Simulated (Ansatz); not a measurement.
# Titanium, bcc under LDA: ground state and equation of state

Aim: take titanium in the bcc structure, relax it, solve it on a dense k-mesh, switch on spin-orbit coupling, then scale the cell to 7 volumes from 88 to 112 % of the relaxed one and try a fit of the equation of state. The k-meshes are 13×13×13 for the relaxation; 23×23×23 for the dense run; 14×14×14 for spin-orbit coupling; 16×16×16 for the volumes.

This is Ti in the bcc structure; at room conditions it is hcp.

Computed with Ansatz 0.2.0 (DFT LDA (PW92), plane waves (420 eV) with PAW, scalar-relativistic; PAW files made under PBE, frozen cores solved again for the functional, unless a step says otherwise).

## Step 1: The system as given

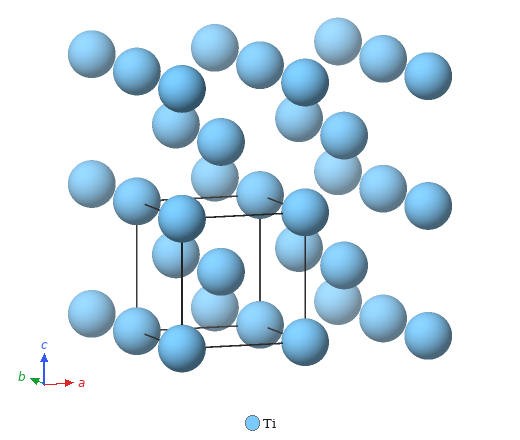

The structure, seen slightly off an axis (titanium blue). 2×2×2 conventional cells are drawn; the run uses a primitive one. Any atoms on the faces are drawn again on the opposite ones.

Structure file:

```xyz
1
Lattice="-1.6404 1.6404 1.6404 1.6404 -1.6404 1.6404 1.6404 1.6404 -1.6404" Properties=species:S:1:pos:R:3 pbc="T T T"
Ti    0.0000    0.0000    0.0000
```

## Step 2: Geometry optimisation

input.yaml reads:

```yaml
crystal:
  lattice:
    - [-1.6404466475, 1.6404466475, 1.6404466475]
    - [1.6404466475, -1.6404466475, 1.6404466475]
    - [1.6404466475, 1.6404466475, -1.6404466475]
  atoms:
    - { symbol: Ti, position: [0.0, 0.0, 0.0] }
hamiltonian:
  xc: lda
  pseudopotentials:
    kind: paw
    azcp:
      Ti: "pseudopotentials/Ti.paw.azcp"
basis:
  ecutwfc: 420
  fft_grid_basis: typed
kpoints:
  mp_grid: { grid: [13, 13, 13], shift: [0, 0, 0] }
magnetization:
  spin_polarized: false
scf:
  occupations: { method: fermi_dirac, width: 0.1 }
relax:
  max_steps: 60
  f_tol: 0.01
  cell: {}
```

Output:

```text
Warning: <dir> the record states the generating functional pbe (its physics header spells it `PBE`), which answers neither for hamiltonian.xc's functional nor for the lda family's — results may be inconsistent (PPs are generated against a specific XC)
Warning: RAYON_NUM_THREADS=2 ignored (pool sized by the plan → 2); use --threads N
Engine: ansatz 0.2.0, aarch64-unknown-linux-gnu
Pseudopotentials: kind: paw
Pseudopotential: Ti, paw, valence charge 12, recommended cutoff 420 eV (normal), <dir>
Functional definition: SPW92
  exchange = slater_x
  correlation = pw_c
Crystal: 1 atoms, lattice volume = 17.658 Å³
Basis set: ecut = 420 eV, 369 PW (Γ)
Bands: 10, of which v1, the nominal top of the filled ones, is band 6 counted from 1 (5 counted from 0)
Symmetry: 48 space group operations
Space group: Im-3m (ITA 229), of the structure as read, at distance tolerance 2.6e-5 Å
k-points: 84 of 2197
Non-local potential: Ti, projectors of the file, l = 0: 3, l = 1: 2, l = 2: 3, l = 3: 1
PAW form: soft (Blöchl's): semilocal exchange-correlation on the pseudo side does not see the compensation charge
PAW frozen core: Ti, regenerated for the run's functional, and the local potential with it (the file was generated under x = pbe(κ = 0.804, μ = 0.2195149727645171), c = pbe(β = 0.06672455060314922))
PAW one-centre angular grid: Ti, 590 points (default); XC on 64 Gauss nodes
Initial density: superposition of atomic densities (neutral atoms: chi_scale 0, normalization atom), corrected by the library's trained network
Initial wavefunctions: pseudopotential atomic-orbital guess
Functional: x = slater, c = lda
SCF iter   1: F=—  HF=-2450.185039 eV  |F-HF|=—  |Δ(HF+E_count)|=         —  Δρ=5.51e-3  dr2=3.31e-3  ethr=1.77e-3  ⟨swp⟩=4.6  Hψ=4541  notcnv=0
preconditioner: auto → none  [metal: Δε(μ)=0.021 eV  Ē_g=4.024 eV  σ=0.100 eV  W_gap=0.05  n_scr=0 (ndim 8)  ℏωp=17.7 eV  f_vac=0.000  D(μ)=2.38/eV (n_scr^D=42)]
SCF iter   2: F=—  HF=-2450.184511 eV  |F-HF|=—  |Δ(HF+E_count)|=   5.27e-4  Δρ=2.79e-3  dr2=6.37e-4  ethr=2.76e-5  ⟨swp⟩=1.0  Hψ=1512  notcnv=0
SCF iter   3: F=—  HF=-2450.184539 eV  |F-HF|=—  |Δ(HF+E_count)|=   2.76e-5  Δρ=1.04e-3  dr2=2.01e-4  ethr=5.31e-6  ⟨swp⟩=2.4  Hψ=1315  notcnv=0
SCF iter   4: F=—  HF=-2450.184473 eV  |F-HF|=—  |Δ(HF+E_count)|=   6.58e-5  Δρ=1.02e-4  dr2=4.56e-7  ethr=1.68e-6  ⟨swp⟩=2.8  Hψ=1421  notcnv=0
SCF iter   5: F=—  HF=-2450.184473 eV  |F-HF|=—  |Δ(HF+E_count)|=   5.04e-7  Δρ=2.09e-5  dr2=8.96e-8  ethr=3.80e-9  ⟨swp⟩=2.2  Hψ=1366  notcnv=0
SCF iter   6: F=-2450.184473 eV  HF=-2450.184473 eV  |F-HF|=4.55e-13  |Δ(HF+E_count)|=   2.75e-8  Δρ=2.58e-7  dr2=5.59e-12  ethr=7.47e-10  ⟨swp⟩=2.0  Hψ=2750  notcnv=0
SCF 1 converged in 6 iterations: F = -2450.184473 eV  dr2 = 5.59e-12
relax step   1: F+E_penalty+E_count = -2450.18447255 eV  Δ(F+E_penalty+E_count) = +0.000e0 eV  max|allowed force component| = 0.000e0 eV/Å  Δτ_max = 0.0000 Å  P = -10.371 GPa  Ω = 17.658 Å³  (6 SCF iters, dr2 threshold 1.00e-7 eV, accepted)
Crystal: 1 atoms, lattice volume = 15.200 Å³
Basis set: ecut = 420 eV, 321 PW (Γ)
Initial density: handed on by an earlier stage of this run
Initial wavefunctions: those handed on with the density
iter 1 solved again at ethr=1.70e-5 eV; its pass at ethr=3.10e-3 eV (dr2=2.04e-3 eV) is discarded
SCF iter   1: F=—  HF=-2450.232540 eV  |F-HF|=—  |Δ(HF+E_count)|=         —  Δρ=3.71e-3  dr2=2.07e-3  ethr=1.70e-5  ⟨swp⟩=1.0  Hψ=5997  notcnv=0
preconditioner: auto → none  [metal: Δε(μ)=0.006 eV  Ē_g=4.718 eV  σ=0.100 eV  W_gap=0.01  n_scr=0 (ndim 8)  ℏωp=19.0 eV  f_vac=0.000  D(μ)=1.93/eV (n_scr^D=18)]
SCF iter   2: F=—  HF=-2450.232902 eV  |F-HF|=—  |Δ(HF+E_count)|=   3.62e-4  Δρ=2.00e-3  dr2=2.92e-4  ethr=1.70e-5  ⟨swp⟩=2.3  Hψ=1315  notcnv=0
SCF iter   3: F=—  HF=-2450.233162 eV  |F-HF|=—  |Δ(HF+E_count)|=   2.60e-4  Δρ=5.75e-4  dr2=1.27e-5  ethr=2.43e-6  ⟨swp⟩=2.2  Hψ=1265  notcnv=0
SCF iter   4: F=—  HF=-2450.233314 eV  |F-HF|=—  |Δ(HF+E_count)|=   1.52e-4  Δρ=8.77e-5  dr2=7.23e-7  ethr=1.06e-7  ⟨swp⟩=2.0  Hψ=1394  notcnv=0
SCF iter   5: F=-2450.233315 eV  HF=-2450.233315 eV  |F-HF|=1.48e-9  |Δ(HF+E_count)|=   1.45e-6  Δρ=5.48e-6  dr2=2.12e-9  ethr=8.33e-10  ⟨swp⟩=4.0  Hψ=2478  notcnv=0
SCF 2 converged in 5 iterations: F = -2450.233315 eV  dr2 = 2.12e-9
relax step   2: F+E_penalty+E_count = -2450.23331546 eV  Δ(F+E_penalty+E_count) = -4.884e-2 eV  max|allowed force component| = 0.000e0 eV/Å  Δτ_max = 0.0000 Å  P = +5.829 GPa  Ω = 15.200 Å³  energy of the carried Pulay correction = +5.459e-4 eV  (5 SCF iters, dr2 threshold 1.00e-7 eV, accepted)
Crystal: 1 atoms, lattice volume = 16.001 Å³
iter 1 solved again at ethr=1.05e-6 eV; its pass at ethr=3.10e-3 eV (dr2=1.26e-4 eV) is discarded
SCF iter   1: F=—  HF=-2450.245344 eV  |F-HF|=—  |Δ(HF+E_count)|=         —  Δρ=1.05e-3  dr2=1.60e-4  ethr=1.05e-6  ⟨swp⟩=1.9  Hψ=5842  notcnv=0
preconditioner: auto → none  [metal: Δε(μ)=0.005 eV  Ē_g=4.449 eV  σ=0.100 eV  W_gap=0.01  n_scr=0 (ndim 8)  ℏωp=18.6 eV  f_vac=0.000  D(μ)=2.08/eV (n_scr^D=18)]
SCF iter   2: F=—  HF=-2450.245450 eV  |F-HF|=—  |Δ(HF+E_count)|=   1.06e-4  Δρ=6.72e-4  dr2=3.52e-5  ethr=1.05e-6  ⟨swp⟩=2.1  Hψ=1392  notcnv=0
SCF iter   3: F=—  HF=-2450.245494 eV  |F-HF|=—  |Δ(HF+E_count)|=   4.46e-5  Δρ=1.47e-4  dr2=1.27e-6  ethr=2.93e-7  ⟨swp⟩=2.1  Hψ=1246  notcnv=0
SCF iter   4: F=-2450.245510 eV  HF=-2450.245510 eV  |F-HF|=7.18e-8  |Δ(HF+E_count)|=   1.53e-5  Δρ=2.52e-5  dr2=8.93e-8  ethr=8.33e-10  ⟨swp⟩=2.7  Hψ=3211  notcnv=0
SCF 3 converged in 4 iterations: F = -2450.245510 eV  dr2 = 8.93e-8
relax step   3: F+E_penalty+E_count = -2450.24550952 eV  Δ(F+E_penalty+E_count) = -1.219e-2 eV  max|allowed force component| = 0.000e0 eV/Å  Δτ_max = 0.0000 Å  P = -0.649 GPa  Ω = 16.001 Å³  energy of the carried Pulay correction = +3.591e-4 eV  (4 SCF iters, dr2 threshold 1.00e-7 eV, accepted)
Crystal: 1 atoms, lattice volume = 15.917 Å³
iter 1 solved again at ethr=1.82e-8 eV; its pass at ethr=3.10e-3 eV (dr2=2.19e-6 eV) is discarded
SCF iter   1: F=—  HF=-2450.245707 eV  |F-HF|=—  |Δ(HF+E_count)|=         —  Δρ=1.41e-4  dr2=3.12e-6  ethr=1.82e-8  ⟨swp⟩=2.0  Hψ=5725  notcnv=0
preconditioner: auto → none  [metal: Δε(μ)=0.004 eV  Ē_g=4.481 eV  σ=0.100 eV  W_gap=0.01  n_scr=0 (ndim 8)  ℏωp=18.6 eV  f_vac=0.000  D(μ)=2.06/eV (n_scr^D=18)]
SCF iter   2: F=—  HF=-2450.245708 eV  |F-HF|=—  |Δ(HF+E_count)|=   3.64e-7  Δρ=7.80e-5  dr2=4.39e-7  ethr=1.82e-8  ⟨swp⟩=2.4  Hψ=1339  notcnv=0
SCF iter   3: F=—  HF=-2450.245708 eV  |F-HF|=—  |Δ(HF+E_count)|=   2.99e-7  Δρ=2.25e-5  dr2=2.30e-8  ethr=8.33e-10  ⟨swp⟩=4.0  Hψ=2565  notcnv=0
SCF iter   4: F=-2450.245708 eV  HF=-2450.245708 eV  |F-HF|=5.25e-9  |Δ(HF+E_count)|=   1.92e-7  Δρ=5.08e-6  dr2=1.95e-9  ethr=1.92e-10  ⟨swp⟩=3.7  Hψ=2355  notcnv=0
SCF 4 converged in 4 iterations: F = -2450.245708 eV  dr2 = 1.95e-9
relax step   4: F+E_penalty+E_count = -2450.24570826 eV  Δ(F+E_penalty+E_count) = -1.987e-4 eV  max|allowed force component| = 0.000e0 eV/Å  Δτ_max = 0.0000 Å  P = -0.032 GPa  Ω = 15.917 Å³  energy of the carried Pulay correction = +3.783e-4 eV  (4 SCF iters, dr2 threshold 1.00e-7 eV, accepted)
Initial wavefunctions: pseudopotential atomic-orbital guess (no wavefunctions were taken with the density)
iter 1 solved again at ethr=5.08e-9 eV; its pass at ethr=3.10e-3 eV (dr2=6.10e-7 eV) is discarded
SCF iter   1: F=—  HF=-2450.245515 eV  |F-HF|=—  |Δ(HF+E_count)|=         —  Δρ=5.71e-5  dr2=6.98e-8  ethr=5.08e-9  ⟨swp⟩=3.1  Hψ=6880  notcnv=0
preconditioner: auto → none  [metal: Δε(μ)=0.004 eV  Ē_g=4.480 eV  σ=0.100 eV  W_gap=0.01  n_scr=0 (ndim 8)  ℏωp=18.6 eV  f_vac=0.000  D(μ)=2.06/eV (n_scr^D=18)]
SCF iter   2: F=—  HF=-2450.245515 eV  |F-HF|=—  |Δ(HF+E_count)|=   1.77e-7  Δρ=3.30e-5  dr2=4.80e-8  ethr=5.82e-10  ⟨swp⟩=2.2  Hψ=1348  notcnv=0
SCF iter   3: F=—  HF=-2450.245515 eV  |F-HF|=—  |Δ(HF+E_count)|=   7.91e-8  Δρ=1.65e-5  dr2=3.98e-8  ethr=4.00e-10  ⟨swp⟩=2.9  Hψ=1437  notcnv=0
SCF iter   4: F=—  HF=-2450.245515 eV  |F-HF|=—  |Δ(HF+E_count)|=   1.48e-8  Δρ=7.08e-7  dr2=2.55e-11  ethr=3.32e-10  ⟨swp⟩=2.4  Hψ=1341  notcnv=0
SCF iter   5: F=-2450.245515 eV  HF=-2450.245515 eV  |F-HF|=4.55e-13  |Δ(HF+E_count)|=  1.41e-11  Δρ=7.22e-8  dr2=2.37e-13  ethr=1.00e-12  ⟨swp⟩=4.4  Hψ=2872  notcnv=0
SCF 5 converged in 5 iterations: F = -2450.245515 eV  dr2 = 2.37e-13
relax step   5: F+E_penalty+E_count = -2450.24551487 eV  Δ(F+E_penalty+E_count) = +1.934e-4 eV  max|allowed force component| = 0.000e0 eV/Å  Δτ_max = 0.0000 Å  P = -0.058 GPa  Ω = 15.917 Å³  stress off target by 5.76e-2 GPa  SCF on the basis re-selected at this cell (its energy is not comparable with the rows above)  (5 SCF iters)
basis re-selected at this cell: Δ(F+E_penalty+E_count) = +1.934e-4 eV, ΔP = -0.025 GPa vs the last step (what re-selecting the basis moved, of the pressure what is left beyond the Pulay correction that the steps carried, after the strain that the cell walked since its last selection, with what the two solves' SCF thresholds leave and, on support functions, any second-order correction that the steps lacked; it is no measure of the basis error at this ecutwfc). This SCF's stress stands 5.76e-2 GPa from its target on what of the cell is left free (relax.cell.stress_tol is 5.00e-2 GPa) and its largest allowed force component is 0.00e0 eV/Å (relax.f_tol is 1.00e-2 eV/Å): not within both, so this SCF does not close the relaxation
Crystal: 1 atoms, lattice volume = 15.909 Å³
iter 1 solved again at ethr=9.45e-11 eV; its pass at ethr=3.10e-3 eV (dr2=1.13e-8 eV) is discarded
SCF iter   1: F=—  HF=-2450.245518 eV  |F-HF|=—  |Δ(HF+E_count)|=         —  Δρ=1.10e-5  dr2=1.83e-8  ethr=9.45e-11  ⟨swp⟩=2.0  Hψ=5493  notcnv=0
preconditioner: auto → none  [metal: Δε(μ)=0.004 eV  Ē_g=4.483 eV  σ=0.100 eV  W_gap=0.01  n_scr=0 (ndim 8)  ℏωp=18.6 eV  f_vac=0.000  D(μ)=2.06/eV (n_scr^D=18)]
SCF iter   2: F=-2450.245518 eV  HF=-2450.245518 eV  |F-HF|=3.53e-9  |Δ(HF+E_count)|=   6.79e-9  Δρ=6.60e-6  dr2=3.36e-9  ethr=6.90e-11  ⟨swp⟩=1.9  Hψ=2782  notcnv=0
SCF 6 converged in 2 iterations: F = -2450.245518 eV  dr2 = 3.36e-9
relax step   6: F+E_penalty+E_count = -2450.24551810 eV  Δ(F+E_penalty+E_count) = -3.228e-6 eV  max|allowed force component| = 0.000e0 eV/Å  Δτ_max = 0.0000 Å  P = +0.001 GPa  Ω = 15.909 Å³  energy of the carried Pulay correction = +1.842e-6 eV  (2 SCF iters, dr2 threshold 8.28e-9 eV, accepted)
iter 1 solved again at ethr=3.45e-9 eV; its pass at ethr=3.10e-3 eV (dr2=4.14e-7 eV) is discarded
SCF iter   1: F=—  HF=-2450.245517 eV  |F-HF|=—  |Δ(HF+E_count)|=         —  Δρ=6.58e-6  dr2=3.36e-9  ethr=3.45e-9  ⟨swp⟩=3.1  Hψ=6915  notcnv=0
SCF iter   2: F=—  HF=-2450.245517 eV  |F-HF|=—  |Δ(HF+E_count)|=   3.62e-9  Δρ=1.57e-6  dr2=1.18e-10  ethr=2.80e-11  ⟨swp⟩=2.1  Hψ=1246  notcnv=0
SCF iter   3: F=—  HF=-2450.245517 eV  |F-HF|=—  |Δ(HF+E_count)|=   1.45e-9  Δρ=1.61e-6  dr2=3.17e-10  ethr=1.00e-12  ⟨swp⟩=5.4  Hψ=3250  notcnv=0
SCF iter   4: F=-2450.245517 eV  HF=-2450.245517 eV  |F-HF|=9.09e-13  |Δ(HF+E_count)|=  6.96e-11  Δρ=1.19e-7  dr2=1.05e-12  ethr=1.00e-12  ⟨swp⟩=3.2  Hψ=3491  notcnv=0
SCF 7 converged in 4 iterations: F = -2450.245517 eV  dr2 = 1.05e-12
relax step   7: F+E_penalty+E_count = -2450.24551727 eV  Δ(F+E_penalty+E_count) = +8.201e-7 eV  max|allowed force component| = 0.000e0 eV/Å  Δτ_max = 0.0000 Å  P = +0.000 GPa  Ω = 15.909 Å³  stress off target by 3.91e-4 GPa  SCF on the basis re-selected at this cell (its energy is not comparable with the rows above)  (4 SCF iters)
basis re-selected at this cell: Δ(F+E_penalty+E_count) = +8.201e-7 eV, ΔP = -0.000 GPa vs the last step (what re-selecting the basis moved, of the pressure what is left beyond the Pulay correction that the steps carried, after the strain that the cell walked since its last selection, with what the two solves' SCF thresholds leave and, on support functions, any second-order correction that the steps lacked; it is no measure of the basis error at this ecutwfc). This SCF's stress stands 3.91e-4 GPa from its target on what of the cell is left free (relax.cell.stress_tol is 5.00e-2 GPa) and its largest allowed force component is 0.00e0 eV/Å (relax.f_tol is 1.00e-2 eV/Å): within both
SCF converged after 4 iterations
Free energy (F): -2450.245517 eV
Harris-Foulkes:  -2450.245517 eV  (|F-HF|=9.09e-13)
Internal energy: -2450.177589 eV  (E = F + TS)
E sigma→0 (E₀):  -2450.211553 eV
Entropy (-TS):   -0.067928 eV (-67.928 meV/atom)
Fermi energy:    14.223129 eV
--- Per-component energies (eV) ---
  E_band       = -139.389141
  E_kinetic    = 274.834382
  E_local      = -769.159687  (includes V_loc(G=0)·N_el)
  E_nonlocal   = 12.706335
  E_hartree    = 318.625647
  E_xc         = -97.226668
  E_vxc        = -122.384772  (∫ρ·V_xc dr)
  E_paw        = -999.584930  (= ΣΔE_a)
  E_vpaw       = -172.636777  (= ΣTr[D̂ρ^β])
  E_aug_tail   = 0.000101  (compensation charges beyond the density's cutoff)
  E_ewald      = -1190.698719
  E_core_change = 0.325950  (= ΣΔE_core)
  E_smearing   = -0.067928  (= −TS)
  E_closure    = 0.000000  (closes the sum)
  Σ components = -2450.245517   (vs F -2450.245517, Δ=0.00e0)
--- Forces (eV/Å), atoms counted from 1 ---
  atom   1  Ti    -0.00000000    -0.00000000     0.00000000
  max |Σ_I F_I| component: 1.21e-31 eV/Å
--- Stress (GPa, compression-positive) ---
        0.000391      -0.000000       0.000000
        0.000000       0.000391       0.000000
       -0.000000       0.000000       0.000391
  P = ⅓ Tr σ = 0.0004 GPa (0.004 kbar)
--- Relaxed structure (5 steps of the walk, 5 accepted, 2 SCFs on fresh bases) ---
  F+E_penalty+E_count = -2450.24551727 eV   max|allowed force component| = 0.000e0 eV/Å   (the final SCF, on the basis selected at the relaxed cell)
  cell:  # Å, volume = 15.9092 Å³
    - [-1.5843908646202176, 1.5843908646202176, 1.5843908646202176]
    - [1.5843908646202176, -1.5843908646202176, 1.5843908646202176]
    - [1.5843908646202176, 1.5843908646202176, -1.5843908646202176]
  atoms:
    - { symbol: Ti, position: [0.0, 0.0, 0.0] }
```

Run time: 2.3 s. Hardware: 2 threads of Arm Neoverse V2, shared host; peak memory 0.27 GiB.

Relaxation path:

| step | energy change (meV/atom) | largest force (eV/Å) | pressure (GPa) | volume (Å³/atom) |
| --- | --- | --- | --- | --- |
| 1 | 0.00 | 0.0000 | -10.37 | 17.658 |
| 2 | -48.84 | 0.0000 | 5.83 | 15.200 |
| 3 | -61.04 | 0.0000 | -0.65 | 16.001 |
| 4 | -61.24 | 0.0000 | -0.03 | 15.917 |
| 5 | -61.04 | 0.0000 | -0.06 | 15.917 |
| 6 | -61.05 | 0.0000 | 0.00 | 15.909 |
| 7 | -61.04 | 0.0000 | 0.00 | 15.909 |

Steps that repeat a cell are solved on a basis chosen anew, so their changes of energy are no gain of the relaxation.

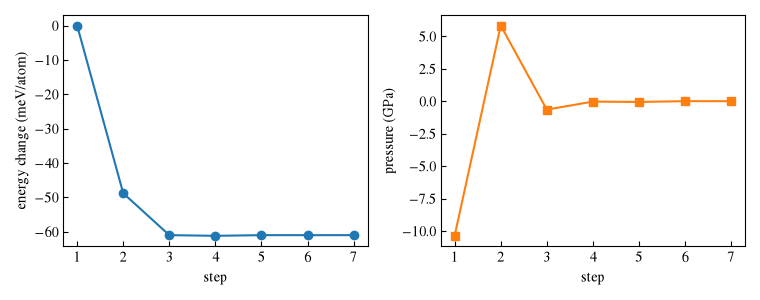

Energy and pressure over the accepted steps.

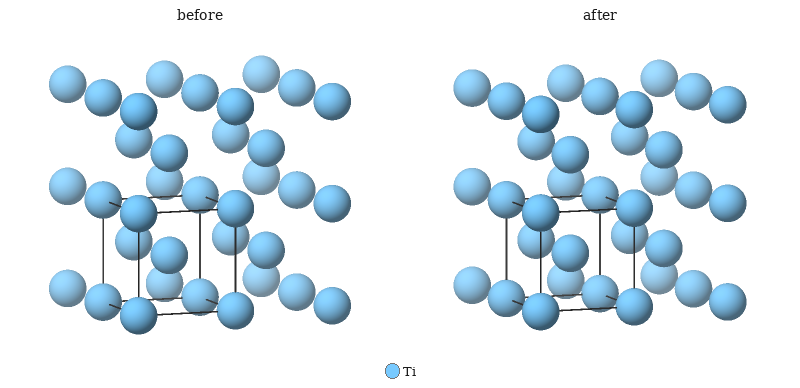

Before and after, at one scale. The cells drawn are those of the first picture.

Changes in the cell that was computed:

|  | before | after | change |
| --- | --- | --- | --- |
| a (Å) | 2.841 | 2.744 | -3.4 % |
| b (Å) | 2.841 | 2.744 | -3.4 % |
| c (Å) | 2.841 | 2.744 | -3.4 % |
| volume (Å³/atom) | 17.658 | 15.909 | -9.9 % |
| shortest distance (Å) | 2.841 | 2.744 | -3.4 % |
| space group (spins left aside) | Im-3m | Im-3m | same |

## Step 3: Single point on a dense mesh

input.yaml reads:

```yaml
crystal:
  lattice:
    - [-1.5843908646, 1.5843908646, 1.5843908646]
    - [1.5843908646, -1.5843908646, 1.5843908646]
    - [1.5843908646, 1.5843908646, -1.5843908646]
  atoms:
    - { symbol: Ti, position: [0.0, 0.0, 0.0] }
hamiltonian:
  xc: lda
  pseudopotentials:
    kind: paw
    azcp:
      Ti: "pseudopotentials/Ti.paw.azcp"
basis:
  ecutwfc: 420
  fft_grid_basis: typed
kpoints:
  mp_grid: { grid: [23, 23, 23], shift: [0, 0, 0] }
magnetization:
  spin_polarized: false
scf:
  occupations: { method: fermi_dirac, width: 0.1 }
```

Output, cut to the lines that bear on the results:

```text
Warning: <dir> the record states the generating functional pbe (its physics header spells it `PBE`), which answers neither for hamiltonian.xc's functional nor for the lda family's — results may be inconsistent (PPs are generated against a specific XC)
Warning: RAYON_NUM_THREADS=2 ignored (pool sized by the plan → 2); use --threads N
[...]
[... 3 set-up lines as earlier in the session ...]
[...]
Crystal: 1 atoms, lattice volume = 15.909 Å³
Basis set: ecut = 420 eV, 321 PW (Γ)
Bands: 10, of which v1, the nominal top of the filled ones, is band 6 counted from 1 (5 counted from 0)
[... 1 set-up line as earlier in the session ...]
Space group: Im-3m (ITA 229), of the structure as read, at distance tolerance 2.5e-5 Å
k-points: 364 of 12167
[...]
SCF iter   1: F=—  HF=-2450.246206 eV  |F-HF|=—  |Δ(HF+E_count)|=         —  Δρ=5.64e-3  dr2=2.46e-3  ethr=1.77e-3  ⟨swp⟩=4.6  Hψ=19487  notcnv=0
[...]
SCF iter   6: F=-2450.245788 eV  HF=-2450.245788 eV  |F-HF|=1.20e-9  |Δ(HF+E_count)|=   2.69e-8  Δρ=3.46e-6  dr2=1.62e-9  ethr=8.21e-10  ⟨swp⟩=1.0  Hψ=10018  notcnv=0
[...]
SCF converged after 6 iterations
Free energy (F): -2450.245788 eV
[...]
E sigma→0 (E₀):  -2450.211970 eV
Entropy (-TS):   -0.067636 eV (-67.636 meV/atom)
Fermi energy:    14.220031 eV
[...]
```

Wall time 1.1 s (2 threads of Arm Neoverse V2, shared host); peak memory 0.32 GiB.

## Step 4: A two-component run at the same geometry

Changes to input.yaml since step 3:

```diff
@@ -10,3 +10,3 @@
   pseudopotentials:
-    kind: paw
+    kind: paw_fr
     azcp:
@@ -17,5 +17,6 @@
 kpoints:
-  mp_grid: { grid: [23, 23, 23], shift: [0, 0, 0] }
+  mp_grid: { grid: [14, 14, 14], shift: [0, 0, 0] }
 magnetization:
-  spin_polarized: false
+  noncollinear: true
+  spin_orbit: true
 scf:
```

Output, cut to the lines that bear on the results:

```text
Warning: <dir> the record states the generating functional pbe (its physics header spells it `PBE`), which answers neither for hamiltonian.xc's functional nor for the lda family's — results may be inconsistent (PPs are generated against a specific XC)
Warning: RAYON_NUM_THREADS=2 ignored (pool sized by the plan → 2); use --threads N
[...]
Pseudopotentials: kind: paw_fr
Pseudopotential: Ti, paw_fr, valence charge 12, recommended cutoff 420 eV (normal), <dir>
[... 1 set-up line as earlier in the session ...]
[...]
non-collinear run that drives no moment, with spin-orbit: no starting moment large enough to seed its density (crystal.atoms[].spin), no starting occupations that ask for one, no magnetisation constraint and no magnetic field, so the semilocal B_xc is pinned to zero
Crystal: 1 atoms, lattice volume = 15.909 Å³
Basis set: ecut = 420 eV, 321 PW (Γ)
Bands: 20, of which v1, the nominal top of the filled ones, is band 12 counted from 1 (11 counted from 0)
Symmetry: 48 space group operations + 48 with time reversal
Magnetic group: BNS 229.141 (UNI 1643), of the structure as read, at distance tolerance 2.5e-5 Å
k-points: 104 of 2744
Projection manifold: j_resolved (fully-relativistic pseudo-atomic orbitals)
[...]
SCF iter   1: F=—  HF=-2450.468451 eV  |F-HF|=—  |Δ(HF+E_count)|=         —  Δρ=5.19e-2  dr2=4.46e-1  dr2_m=0.00e0 (ungated)  ethr=3.10e-3  |M|=0.00e0 ∫|m|=0.00e0 μB  |m|>n=0.0e0 m-floor=0.0e0 τ_xc=0.0e0  β_m=0.30  ⟨swp⟩=6.9  Hψ=5856  notcnv=0  defer=12
[...]
SCF iter   7: F=-2450.310413 eV  HF=-2450.310413 eV  |F-HF|=1.77e-9  |Δ(HF+E_count)|=   6.04e-8  Δρ=4.28e-6  dr2=2.62e-9  dr2_m=0.00e0 (ungated)  ethr=8.33e-10  |M|=0.00e0 ∫|m|=0.00e0 μB  |m|>n=0.0e0 m-floor=0.0e0 τ_xc=0.0e0  ⟨swp⟩=2.0  Hψ=2098  notcnv=0
[...]
SCF converged after 7 iterations
Magnetization: |M| = 0.0000 μB,  M = (+0.0000, +0.0000, +0.0000) μB
Absolute magnetization: 0.0000 μB (∫|m|)
  site 0: m = (+0.0000, +0.0000, +0.0000) μB, |m| = 0.0000 μB  (R = 1.13 Å)
Free energy (F): -2450.310413 eV
[...]
E sigma→0 (E₀):  -2450.276236 eV
Entropy (-TS):   -0.068354 eV (-68.354 meV/atom)
Fermi energy:    14.219036 eV
[...]
```

Wall time 1.7 s (2 threads of Arm Neoverse V2, shared host); peak memory 0.34 GiB.

With and without spin-orbit coupling:

```
                          scalar-relativistic      with spin-orbit coupling
         k-mesh                      23×23×23                      14×14×14
gap on the mesh  none (levels filled in part)  none (levels filled in part)
```

The meshes differ, so small differences between the columns need not come from spin-orbit coupling.

(Part 1 of 2 ends here.)
